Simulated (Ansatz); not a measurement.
# H₉N₂Si₃···HF (doublet): what the fields show

Input file:

```
crystal:
  periodic: [false, false, false]
  atoms:
    - {symbol: Si, position_ang: [0.207600, -0.165199, 1.343432]}
    - {symbol: N, position_ang: [1.602875, -0.445111, 0.293034]}
    - {symbol: Si, position_ang: [1.484111, -1.513923, -1.098888]}
    - {symbol: N, position_ang: [-0.833822, 0.915045, 0.519563]}
    - {symbol: Si, position_ang: [-2.564873, 0.953075, 0.506729]}
    - {symbol: H, position_ang: [-0.570751, -1.419898, 1.583734]}
    - {symbol: H, position_ang: [1.760112, 1.105703, -0.374271]}
    - {symbol: F, position_ang: [1.686823, 2.002213, -0.707941]}
    - {symbol: H, position_ang: [2.464745, -0.559021, 0.815531]}
    - {symbol: H, position_ang: [2.626506, -1.255361, -2.010510]}
    - {symbol: H, position_ang: [1.505595, -2.943914, -0.692015]}
    - {symbol: H, position_ang: [0.197510, -1.204487, -1.762800]}
    - {symbol: H, position_ang: [-0.352731, 1.682563, 0.059497]}
    - {symbol: H, position_ang: [-3.032794, -0.222573, 1.282182]}
    - {symbol: H, position_ang: [-3.093398, 2.196976, 1.126088]}
    - {symbol: H, position_ang: [-3.087508, 0.874014, -0.883265]}
basis:
  gaussian: {orbitals: def2-TZVPP}
magnetization: {spin_polarized: true, initial_magnetization: 1}
hamiltonian: {xc: pbe0, dispersion: d4}
output: {orbitals: {seedname: orbitals}}
```

Command:

```sh
ansatz run in.yaml --threads 2 --pin off --events-out ev --progress --plain --max-ram 20480MiB --backend cuda --devices 0, --max-vram 18GiB
```

The reactant side of a reaction path; geometry: PBE0-D4/def2-TZVP.

Method: UKS PBE0-D4/def2-TZVPP in Ansatz 0.2.0.

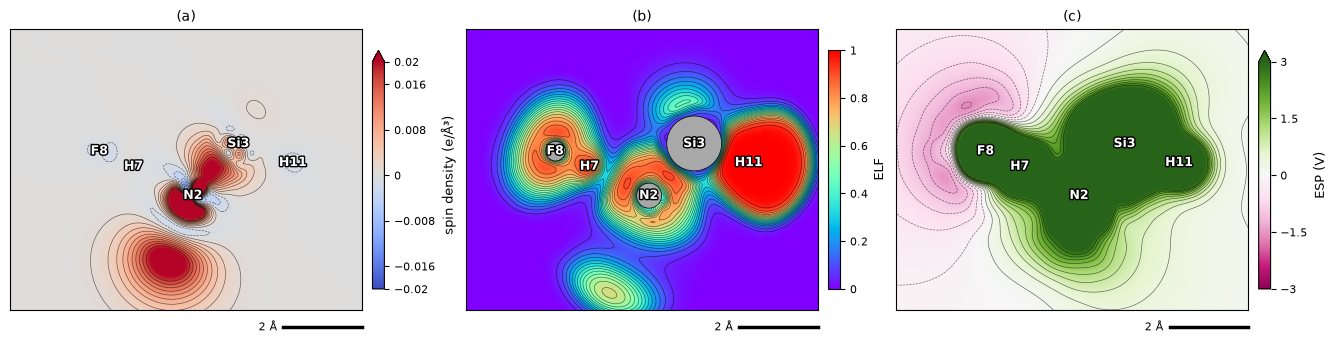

Figure 1. (a) spin density (α minus β); (b) ELF; (c) electrostatic potential on the plane of atoms N2, Si3 and H11. Grey discs cover the atomic cores in the ELF map.

What do the fields say about this system?

Answer.
- Atoms in the plane: N, Si, H and F.
- N2···H7 (1.70 Å): the ELF dips to about 0.30 between them; a closed-shell contact with the geometry of a hydrogen bond.
- F–H (0.96 Å): the ELF climbs to about 0.95 towards the hydrogen, as it does in any bond to H; a covalent bond by its length.
- Si–N (1.76 Å): the ELF peaks at about 0.90 between the atoms: a polar covalent bond.
- Si–H (1.49 Å): the ELF climbs to about 1 towards the hydrogen.
- The ELF also peaks beside F8, away from the bonds: non-bonding electrons, paired or unpaired.
- The unpaired spin (1 electron) lies mostly on Si1 (about 0.7), N4 (about 0.1) and H6 (about 0.1), in electrons by Hirshfeld's partition.
- Outside the dense part of the complex the potential is most negative (−1.6 V) near F8.

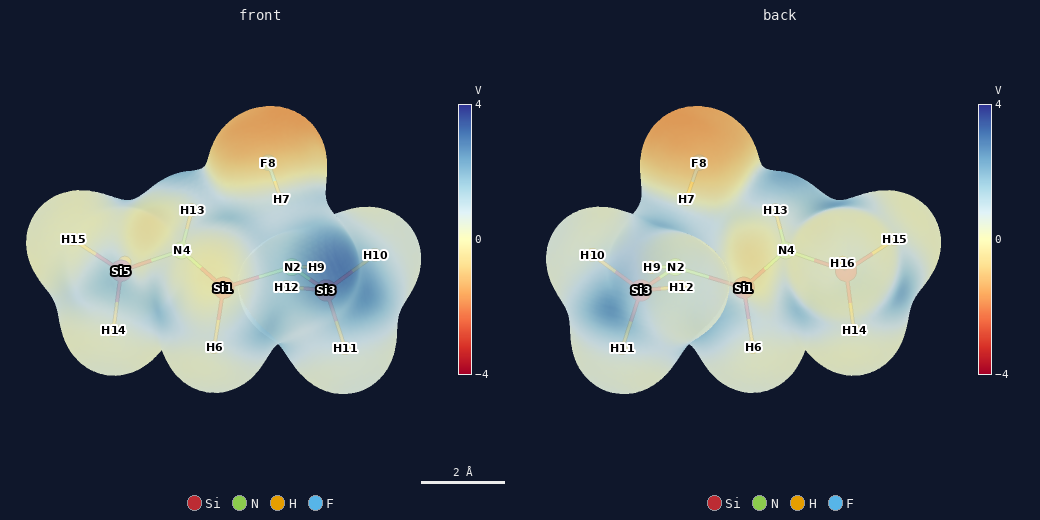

Figure 2. The molecular electrostatic potential painted on the density surface at 0.004 e/bohr³, seen from the front and from behind; the colour scale runs from red (negative) to blue (positive).

Where is the surface potential most negative and most positive?

Answer. The most negative region (about −1.6 V) lies over F8, the most positive (about +3.0 V) over H9.

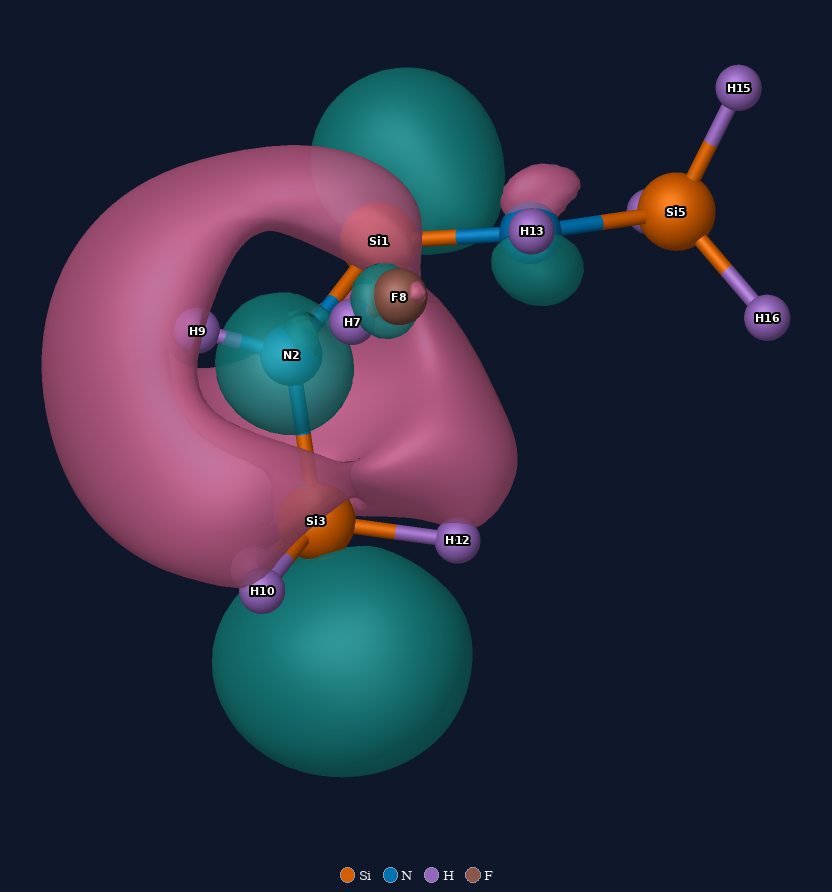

Figure 3. The LUMO (α) at ±0.08 Å⁻³ᐟ² (teal and pink are the two phases), seen at an oblique angle.

Where does this orbital lie, and at what energy?

Answer. It lies mainly on Si3 (about 35 %), Si1 (about 20 %), H9 (about 10 %) and N2 (about 10 %). Its energy is −0.26 eV.
